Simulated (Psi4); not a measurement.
# SiN2H4F2 (SMILES N[Si](N)(F)F): the dipole moment, rung by rung

SiN2H4F2 has 9 atoms, charge 0, and is taken as a singlet. As SMILES, `N[Si](N)(F)F`. Geometry: optimised at PBE0/def2-TZVP. This is one conformer, not always the lowest.

```xyz
9

N    -1.0333    0.6862   -0.7004
Si    0.4452    0.0071   -0.2649
N     0.3133   -0.7618    1.2278
F     0.8594   -0.9055   -1.5009
F     1.6692    1.0111   -0.1048
H    -1.5488    1.2725   -0.0671
H    -1.2726    0.8530   -1.6628
H    -0.4249   -1.4178    1.4158
H     1.1133   -0.9004    1.8211
```

Each level gives the dipole moment (D). The values are calculated.

| level | kind | program | value (D) |
| --- | --- | --- | --- |
| PBE-D4/def2-TZVPP (density fitting) | GGA | Psi4 | 2.42 |
| r2SCAN-D4/def2-TZVPP (density fitting) | meta-GGA | Psi4 | 2.44 |
| B3LYP-D4/def2-TZVPP (density fitting) | global hybrid | Psi4 | 2.46 |
| PBE0-D4/def2-TZVPP (density fitting) | global hybrid | Psi4 | 2.48 |
| wB97M-V/def2-TZVPP (density fitting) | range-separated hybrid | Psi4 | 2.43 |

The values span 2.42 to 2.48 D. Magnitudes only.

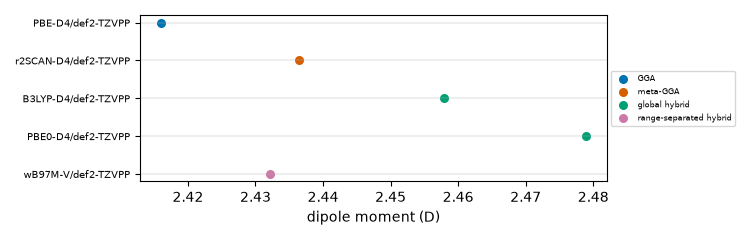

The values of the table, level by level.
